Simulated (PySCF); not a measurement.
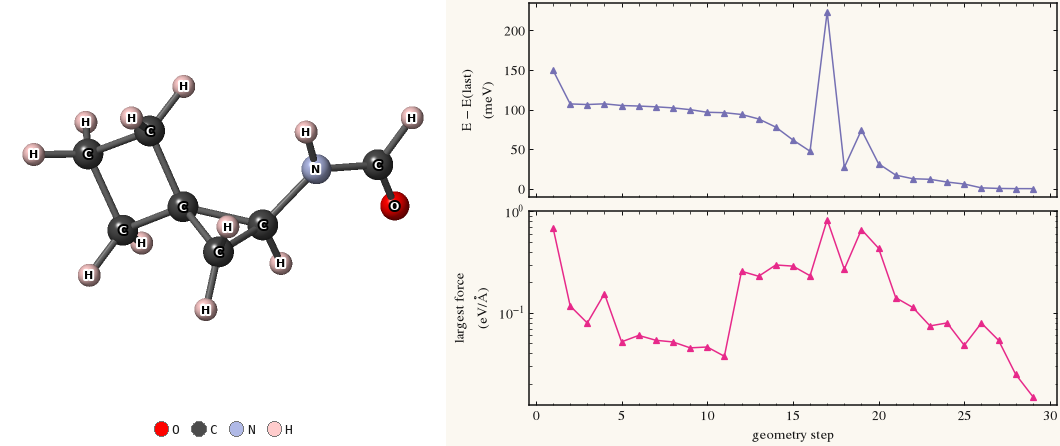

Beside the plot: the molecule at the start.

History of a geometry optimisation.

C$_{7}$H$_{11}$NO (SMILES O=CN[C@H]1CC12CCC2); PySCF, PBE0-D3(BJ)/def2-SVP, geometry optimisation.

### How did it end, and what did it gain?

The optimisation met its thresholds at geometry 29, counting the start as the first. The energy fell by about 150 meV from the first step to the last, with a rise at steps 17 and 19. The largest force goes from about 0.69 eV/Å at the start to 0.015 eV/Å at the end.
